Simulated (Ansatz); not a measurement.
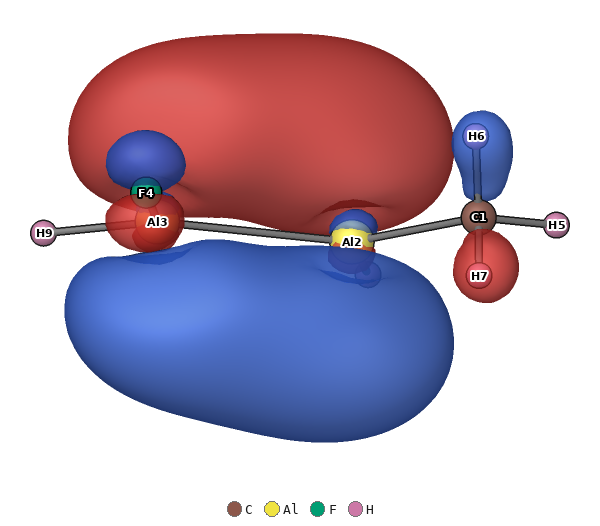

Figure. CH5Al2F. The LUMO at ±0.08 Å⁻³ᐟ² (blue and red are the two phases), seen from one side.

These are results of Ansatz 0.2.0, RKS B3LYP-D4/def2-SVP, not measurements.

```yaml
atoms:
  - { symbol: C, position_ang: [-0.1290, 0.8671, -1.5110] }
  - { symbol: Al, position_ang: [-0.4599, -0.6767, -0.3408] }
  - { symbol: Al, position_ang: [0.4227, -0.6908, 2.1061] }
  - { symbol: F, position_ang: [1.3282, 0.6350, 2.6007] }
  - { symbol: H, position_ang: [-0.5870, 0.7709, -2.5086] }
  - { symbol: H, position_ang: [-0.5023, 1.7995, -1.0502] }
  - { symbol: H, position_ang: [0.9578, 1.0167, -1.6489] }
  - { symbol: H, position_ang: [-1.2714, -1.9350, -0.8939] }
  - { symbol: H, position_ang: [0.2410, -1.7865, 3.2466] }
```

Q: Describe this orbital and give its energy.

A: Its weight (Hirshfeld) is mainly on Al2 (about 50 %) and Al3 (about 40 %); π-bonding across Al2–Al3. Its energy is −2.70 eV.
